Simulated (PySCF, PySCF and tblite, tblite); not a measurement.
**3-hydroxy-1-fluorobenzene (C6H5FO): conformers and averaged spectra**

Which conformers does 3-hydroxy-1-fluorobenzene (C6H5FO) (`Oc1cccc(F)c1`) populate, and what do their averaged NMR parameters look like?

Computed with tblite 0.8.0 (tight binding) and PySCF 2.14.0 (DFT, with response routines of our own); each step states its level. Atoms count from 0 throughout.

### Step 1. The molecule as given

13 atoms, charge 0, multiplicity 1; geometry from: MMFF94s geometry.

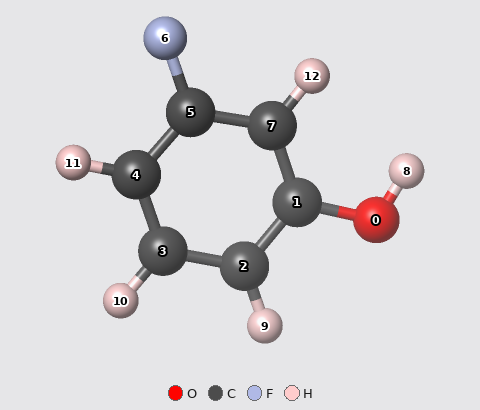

The starting geometry (oxygen red, carbon dark grey, fluorine light blue, hydrogen pink), atoms numbered.

### Step 2. GFN2-xTB relaxation, conformer 1

What the job is given:

```
{"job": {"xc": "GFN2-xTB", "basis": "xTB", "kind": "relax"}, "charge": 0, "multiplicity": 1}
O      2.506500    -0.146200     0.077400
C      1.131200    -0.081100     0.025800
C      0.445500    -1.293000     0.071900
C     -0.960100    -1.276400     0.018600
C     -1.645700    -0.073300    -0.039600
C     -0.932000     1.120000    -0.081600
F     -1.587200     2.287100    -0.154100
C      0.469500     1.133100    -0.034100
H      2.856700     0.757800     0.049600
H      0.973700    -2.231100     0.130800
H     -1.510900    -2.223500     0.051100
H     -2.732900    -0.050900    -0.078400
H      0.981300     2.078000    -0.055100
```

Started as:

```bash
$ OMP_NUM_THREADS=1 python ens_run.py task.json out
```

This one command runs the whole study; its stages follow in the order run.

The log of the run:

```text
step      E/eV     max force
  0    -658.03117    1.318
  1    -658.06826    0.683
  2    -658.08024    0.227
  3    -658.08497    0.144
  4    -658.08678    0.083
  5    -658.08721    0.054
  6    -658.08741    0.036
  7    -658.08741    0.036
  8    -658.08749    0.029
  9    -658.08763    0.024
 10    -658.08768    0.017
 11    -658.08771    0.016
 12    -658.08774    0.013
 13    -658.08776    0.010
 14    -658.08777    0.009
 15    -658.08778    0.007
 16    -658.08779    0.008
 17    -658.08779    0.008
 18    -658.08780    0.005
 19    -658.08780    0.004
```

It took 0.11 s on 1 thread of Arm Neoverse V1, shared host.

Gain 0.057 eV; displacement 0.02 Å root mean square.

**GFN2-xTB relaxation, conformer 2**

What the job is given:

```
{"job": {"xc": "GFN2-xTB", "basis": "xTB", "kind": "relax"}, "charge": 0, "multiplicity": 1}
O      2.394600    -0.755000     0.041400
C      1.078400    -0.345500     0.008900
C      0.752200     0.996800    -0.043600
C     -0.604600     1.379000    -0.077800
C     -1.597300     0.389900    -0.018500
C     -1.238800    -0.951300     0.036800
F     -2.189300    -1.884900     0.077100
C      0.107900    -1.327500     0.066400
H      2.962300     0.029400     0.007900
H      1.502300     1.770600    -0.076800
H     -0.882700     2.420000    -0.122000
H     -2.650700     0.659900    -0.040700
H      0.361300    -2.381000     0.123200
```

The log of the run:

```text
step      E/eV     max force
  0    -658.01133    1.603
  1    -658.05926    0.639
  2    -658.07191    0.252
  3    -658.07607    0.154
  4    -658.07832    0.098
  5    -658.07871    0.062
  6    -658.07889    0.037
  7    -658.07889    0.037
  8    -658.07897    0.029
  9    -658.07912    0.024
 10    -658.07919    0.016
 11    -658.07922    0.017
 12    -658.07925    0.012
 13    -658.07927    0.010
 14    -658.07928    0.008
 15    -658.07929    0.007
 16    -658.07930    0.009
 17    -658.07931    0.009
 18    -658.07931    0.005
 19    -658.07931    0.004
 20    -658.07931    0.004
```

Wall time 0.09 s (1 thread of Arm Neoverse V1, shared host).

The energy fell by 0.068 eV, and the atoms moved 0.02 Å (root mean square).

### Step 3. Shieldings, conformer 1: PBE0/pcSseg-1 in dichloromethane

What the job is given:

```
{"job": {"xc": "PBE0", "basis": "pcSseg-1", "solvent": "dichloromethane", "kind": "nmr", "pop": true}, "charge": 0, "multiplicity": 1}
O      2.492285    -0.141462     0.078632
C      1.138590    -0.086323     0.036400
C      0.426889    -1.283645     0.067837
C     -0.953095    -1.270375     0.026463
C     -1.650630    -0.075152    -0.047103
C     -0.926955     1.100832    -0.077118
F     -1.582823     2.278591    -0.148839
C      0.454501     1.121264    -0.036499
H      2.862868     0.749152     0.049688
H      0.977373    -2.208438     0.124365
H     -1.495757    -2.202652     0.051610
H     -2.727216    -0.046540    -0.081172
H      0.979582     2.065235    -0.061990
```

The log of the run:

```text
coarse grid: 11792 points
cycle   1  E = -406.0780954058  dE =  1.527e+00  |g| = 6.849e-01  |ddm| = 3.593e+00
cycle   2  E = -406.0228423025  dE =  5.525e-02  |g| = 8.998e-01  |ddm| = 1.268e+00
cycle   3  E = -406.1617933524  dE = -1.390e-01  |g| = 1.045e-01  |ddm| = 7.793e-01
cycle   4  E = -406.1640776533  dE = -2.284e-03  |g| = 3.330e-02  |ddm| = 1.042e-01
cycle   5  E = -406.1643248472  dE = -2.472e-04  |g| = 9.275e-03  |ddm| = 3.215e-02
cycle   6  E = -406.1643433875  dE = -1.854e-05  |g| = 2.417e-03  |ddm| = 8.571e-03
cycle   7  E = -406.1643446315  dE = -1.244e-06  |g| = 6.541e-04  |ddm| = 2.317e-03
final grid: 116920 points
cycle   8  E = -406.2275770994  dE = -3.403e-05  |g| = 9.570e-03  |ddm| = 3.619e-02
cycle   9  E = -406.2275585917  dE =  1.851e-05  |g| = 1.412e-02  |ddm| = 1.860e-02
cycle  10  E = -406.2275962219  dE = -3.763e-05  |g| = 1.118e-03  |ddm| = 1.126e-02
cycle  11  E = -406.2275964705  dE = -2.486e-07  |g| = 1.718e-04  |ddm| = 1.025e-03
cycle  12  E = -406.2275964754  dE = -4.992e-09  |g| = 7.881e-05  |ddm| = 1.984e-04
cycle  13  E = -406.2275964769  dE = -1.415e-09  |g| = 2.672e-05  |ddm| = 9.362e-05
cycle  14  E = -406.2275964770  dE = -1.821e-10  |g| = 5.039e-06  |ddm| = 2.610e-05
converged SCF energy = -406.2275964770

GIAO shielding tensors (ppm)
atom      isotropic    diamagn.    paramagn.     s11        s22        s33       span
  0 O      210.376     390.147    -179.770    152.414    232.249    246.466     94.052
  1 C       21.470     254.871    -233.401    -66.426     11.705    119.131    185.557
  2 C       71.368     252.599    -181.232    -12.689     56.291    170.500    183.189
  3 C       49.876     254.316    -204.440    -57.970     29.253    178.345    236.316
  4 C       75.114     255.776    -180.662     -5.585     60.052    170.873    176.458
  5 C       13.481     253.210    -239.729    -73.566     32.947     81.063    154.629
  6 F      292.322     478.425    -186.103    216.872    306.349    353.746    136.874
  7 C       80.082     257.710    -177.628     16.543     69.894    153.808    137.264
  8 H       26.262      31.101      -4.839     18.152     24.982     35.652     17.500
  9 H       24.640      30.325      -5.685     21.093     25.283     27.545      6.452
 10 H       23.941      30.029      -6.088     20.736     24.797     26.291      5.555
 11 H       24.695      29.863      -5.168     21.268     25.618     27.199      5.932
 12 H       24.818      31.183      -6.365     20.869     25.391     28.195      7.327
```

Wall time 17 s (1 thread of Arm Neoverse V1, shared host); peak memory 0.87 GiB.

Key values: HOMO -6.78 eV, LUMO -0.32 eV; dipole 1.15 D.

### Step 4. Shieldings, conformer 2: PBE0/pcSseg-1 in dichloromethane

What the job is given:

```
{"job": {"xc": "PBE0", "basis": "pcSseg-1", "solvent": "dichloromethane", "kind": "nmr", "pop": false}, "charge": 0, "multiplicity": 1}
O      2.381719    -0.747566     0.043238
C      1.087008    -0.345468     0.019353
C      0.726984     0.996753    -0.046886
C     -0.607795     1.359549    -0.069056
C     -1.601795     0.398492    -0.026352
C     -1.222751    -0.930749     0.039377
F     -2.178965    -1.881057     0.081554
C      0.099202    -1.324491     0.063549
H      2.967324     0.018630     0.007409
H      1.496147     1.756340    -0.081286
H     -0.874783     2.403940    -0.120198
H     -2.646515     0.661883    -0.043518
H      0.369832    -2.365770     0.115089
```

The log of the run:

```text
coarse grid: 11792 points
cycle   1  E = -406.0798115449  dE =  1.528e+00  |g| = 6.841e-01  |ddm| = 3.592e+00
cycle   2  E = -406.0286558741  dE =  5.116e-02  |g| = 8.903e-01  |ddm| = 1.181e+00
cycle   3  E = -406.1632890493  dE = -1.346e-01  |g| = 9.882e-02  |ddm| = 6.948e-01
cycle   4  E = -406.1652637278  dE = -1.975e-03  |g| = 3.232e-02  |ddm| = 9.574e-02
cycle   5  E = -406.1654927998  dE = -2.291e-04  |g| = 8.880e-03  |ddm| = 3.032e-02
cycle   6  E = -406.1655093722  dE = -1.657e-05  |g| = 2.306e-03  |ddm| = 8.052e-03
cycle   7  E = -406.1655104683  dE = -1.096e-06  |g| = 5.557e-04  |ddm| = 2.163e-03
final grid: 116920 points
cycle   8  E = -406.2277109800  dE = -3.189e-05  |g| = 8.988e-03  |ddm| = 3.960e-02
cycle   9  E = -406.2276947084  dE =  1.627e-05  |g| = 1.328e-02  |ddm| = 1.730e-02
cycle  10  E = -406.2277276806  dE = -3.297e-05  |g| = 1.026e-03  |ddm| = 1.033e-02
cycle  11  E = -406.2277278923  dE = -2.117e-07  |g| = 1.496e-04  |ddm| = 9.405e-04
cycle  12  E = -406.2277278963  dE = -3.991e-09  |g| = 6.432e-05  |ddm| = 1.594e-04
cycle  13  E = -406.2277278971  dE = -7.921e-10  |g| = 2.314e-05  |ddm| = 7.376e-05
converged SCF energy = -406.2277278971

GIAO shielding tensors (ppm)
atom      isotropic    diamagn.    paramagn.     s11        s22        s33       span
  0 O      210.540     389.966    -179.426    153.802    231.488    246.330     92.529
  1 C       21.396     254.697    -233.301    -66.625     11.708    119.105    185.729
  2 C       71.704     256.556    -184.852    -11.578     63.790    162.900    174.478
  3 C       49.998     255.128    -205.131    -58.156     30.260    177.888    236.044
  4 C       74.665     255.738    -181.073     -6.296     59.529    170.763    177.058
  5 C       13.238     253.029    -239.792    -73.574     32.391     80.896    154.471
  6 F      291.980     478.163    -186.183    215.706    304.682    355.552    139.846
  7 C       80.097     253.892    -173.794     16.350     63.325    160.616    144.266
  8 H       26.214      31.126      -4.912     18.202     24.561     35.879     17.677
  9 H       24.767      31.867      -7.099     21.094     25.526     27.682      6.589
 10 H       24.003      30.444      -6.441     20.773     24.826     26.409      5.636
 11 H       24.686      29.863      -5.177     21.270     25.670     27.117      5.847
 12 H       24.717      29.680      -4.963     20.858     25.331     27.961      7.103
```

Wall time 14 s (1 thread of Arm Neoverse V1, shared host); peak memory 0.91 GiB.

Key values: HOMO -6.79 eV, LUMO -0.33 eV; dipole 3.62 D.

### Step 5. The ensemble: properties at PBE0/pcSseg-1 in dichloromethane

What the job is given:

```
{"job": {"study": "conf", "smiles": "Oc1cccc(F)c1", "search": {"seed": 1258, "n_embed": 60, "ff_keep": 14, "window": 3.0, "nmax": 10, "temps": [220, 260, 298.15, 340, 380], "t_ref": 298.15, "order": 0.0005}, "level": {"nmr": {"xc": "PBE0", "basis": "pcSseg-1", "solvent": "dichloromethane"}}, "kind": "conf"}, "charge": 0, "multiplicity": 1}
O      2.381719    -0.747566     0.043238
C      1.087008    -0.345468     0.019353
C      0.726984     0.996753    -0.046886
C     -0.607795     1.359549    -0.069056
C     -1.601795     0.398492    -0.026352
C     -1.222751    -0.930749     0.039377
F     -2.178965    -1.881057     0.081554
C      0.099202    -1.324491     0.063549
H      2.967324     0.018630     0.007409
H      1.496147     1.756340    -0.081286
H     -0.874783     2.403940    -0.120198
H     -2.646515     0.661883    -0.043518
H      0.369832    -2.365770     0.115089
```

The log of the run:

```text
conformer  sym    E(xTB)   E(DFT)   G(298.15 K)  weight  dipole/D
    1     Cs      0.000    0.082    0.090   0.4622    1.148
    2     Cs      0.196    0.000    0.000   0.5377    3.619

mean shielding (ppm) by class
class atoms           220 K      260 K   298.15 K      340 K      380 K
  0 O  0            210.467    210.465    210.464    210.464    210.463
  1 C  1             21.429      21.43      21.43      21.43     21.431
  2 C  2             71.553      71.55     71.549     71.547     71.546
  3 C  3             49.943     49.942     49.941     49.941      49.94
  4 C  4             74.867      74.87     74.873     74.875     74.876
  5 C  5             13.347     13.349      13.35     13.351     13.352
  6 F  6            292.134    292.136    292.138     292.14    292.141
  7 C  7              80.09      80.09      80.09      80.09      80.09
  8 H  8             26.236     26.236     26.236     26.237     26.237
  9 H  9              24.71     24.709     24.709     24.708     24.708
 10 H  10            23.975     23.975     23.974     23.974     23.974
 11 H  11             24.69      24.69      24.69      24.69      24.69
 12 H  12            24.762     24.763     24.764     24.764     24.765
```

Run time: 32 s. Hardware: 1 thread of Arm Neoverse V1, shared host. This counts the runs that the step sums up.

The search (ETKDG and KDG, MMFF94s, GFN2-xTB) embedded 60 structures, kept 2 distinct ones after the force field and 2 after xTB; 2 were carried on (window 3.0 kcal/mol at the search's own energies). Energies: PBE0/pcSseg-1 in dichloromethane with D3(BJ).

Conformer by conformer (298 K):

```tsv
no.	group	mirror pair	ΔE xTB	ΔE DFT	ΔG	weight (%)	μ (D)	H8–O0–C1–C2 (°)	A, B, C (GHz)
1	Cs	no	0.00	0.08	0.09	46.2	1.15	180	3.77, 1.81, 1.22
2	Cs	no	0.20	0.00	0.00	53.8	3.62	0	3.80, 1.80, 1.22
```

Energies in kcal/mol. ΔG holds xTB vibrations and rotation, symmetry numbers and mirror pairs.

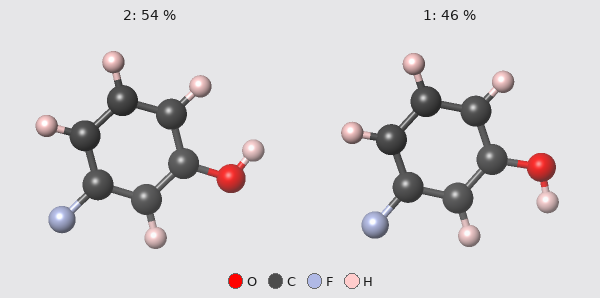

Conformers, most populated first.

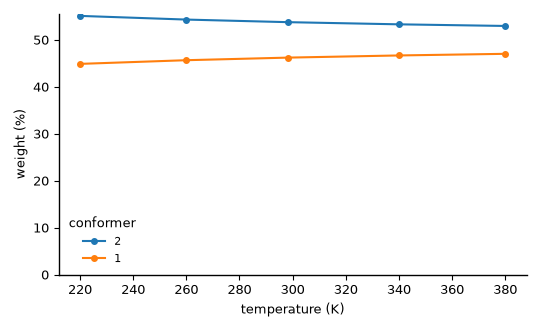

Weights against temperature.

Other ways of weighting, at the same temperature:

```tsv
scheme	2	1	mean μ (D)
DFT free energy	54	46	2.48
DFT energy, symmetry counted	53	47	2.47
DFT energy alone	53	47	2.47
xTB energy, symmetry counted	42	58	2.18
xTB free energy	42	58	2.19
lowest conformer only	100	0	3.62
equal weights	50	50	2.38
conformers found from three starts alone	100	0	3.62
```

Shifts against references run at the same level (17O H2O 343.2, 19F CFCl3 174.2, 13C TMS 187.7, 1H TMS 31.69 ppm of shielding), by class of atoms, at 298 K:

```tsv
atoms	environment	no. 2	no. 1	average	measured
C5	aromatic carbon bearing fluorine	174.5	174.2	174.4	–
C1	aromatic carbon bearing oxygen	166.3	166.3	166.3	–
C3	aromatic CH	137.7	137.9	137.8	–
C2	aromatic CH	116.0	116.4	116.2	–
C4	aromatic CH	113.1	112.6	112.9	–
C7	aromatic CH	107.6	107.6	107.6	–
H10	hydrogen on an aromatic CH	7.69	7.75	7.72	–
H11	hydrogen on an aromatic CH	7.01	7.00	7.00	–
H9	hydrogen on an aromatic CH	6.93	7.05	6.98	–
H12	hydrogen on an aromatic CH	6.98	6.88	6.93	–
H8	hydrogen on a phenol-type oxygen	5.48	5.43	5.46	–
O0	phenol-type oxygen	132.7	132.9	132.8	–
F6	aryl fluorine	-117.8	-118.1	-118.0	-112.2
```

Measured: G. Saielli, R. Bini, A. Bagno, Computational 19F NMR. 2. Organic compounds, RSC Adv. 2014, ESI (exp. from Berger-Braun-Kalinowski 1994 and Everett 1995).

Effective distances for nuclear Overhauser effects, ⟨r⁻⁶⟩^(−1/6) over all pairs of two classes (Å): H9···H10 2.47; H10···H11 2.49; H8···H9 2.50; H8···H12 2.58.

### Step 6. Outcome

| quantity | value |
| --- | --- |
| conformers | 2; the first in weight is no. 2 (Cs), 54 % at 298 K |
| root-mean-square dipole | 2.77 D |
| averaged 13C shifts (PBE0/pcSseg-1 in dichloromethane) | 174.4, 166.3, 137.8, 116.2, 112.9, 107.6 ppm |
| averaged 1H shifts (PBE0/pcSseg-1 in dichloromethane) | 7.72, 7.00, 6.98, 6.93, 5.46 ppm |
| averaged 19F shifts (PBE0/pcSseg-1 in dichloromethane) | -118.0 ppm |

In words: Conformer 2 leads with 54 % at 298 K, and its share goes from 55 % at 220 K to 53 % at 380 K. Among conformers over 5 %, H9 differs by 0.13 ppm, while the average moves by 0.00 ppm from 220 to 380 K. Against 1 measured 19F shift the average misses by 5.8 ppm, the leading conformer alone by 5.6 ppm. Vibration is missing from the shifts, so part of that gap is not the functional's. Protons on O, N, S or Se exchange and bind to solvent, so their values hold for the lone molecule only.
